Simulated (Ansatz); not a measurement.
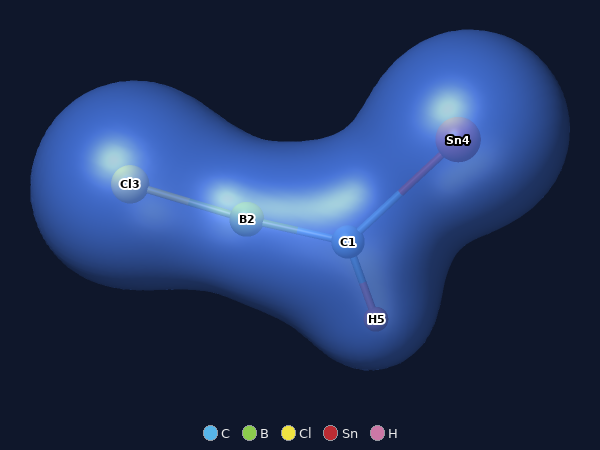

The picture shows: CHBClSn (SMILES Cl[B+][CH]=[Sn]) (charge +1). Isosurface of the electron density at 0.1 e/Å³ (blue), seen at a tilt.

Geometry: PBE-D3(BJ)/def2-SVP; core potentials replace the inner electrons of Sn.

These are results of isolated molecule in a Gaussian basis; Kohn-Sham density functional theory, functional PBE0 in Ansatz 0.2.0, not measurements.

```tsv
atom	x (Å)	y (Å)	z (Å)
C	-0.0822	-0.5873	-0.1188
B	-1.4174	-1.0614	-0.1213
Cl	-2.9914	-1.5806	-0.0111
Sn	0.8857	0.3206	1.4949
H	0.5594	-0.6755	-1.0204
```

> How is the density connected at this value?

At this value the surface is in one piece. It bridges the sampled C–B (1.42 Å), B–Cl (1.66 Å), C–Sn (2.09 Å) and C–H (1.11 Å) contacts, where the density stays above the isovalue. On the grid the lowest density along these lines, outside the cores, is 1.5 e/Å³ (C–B, 1.42 Å), 1.3 e/Å³ (B–Cl, 1.66 Å), 0.75 e/Å³ (C–Sn, 2.09 Å) and 1.7 e/Å³ (C–H, 1.11 Å).
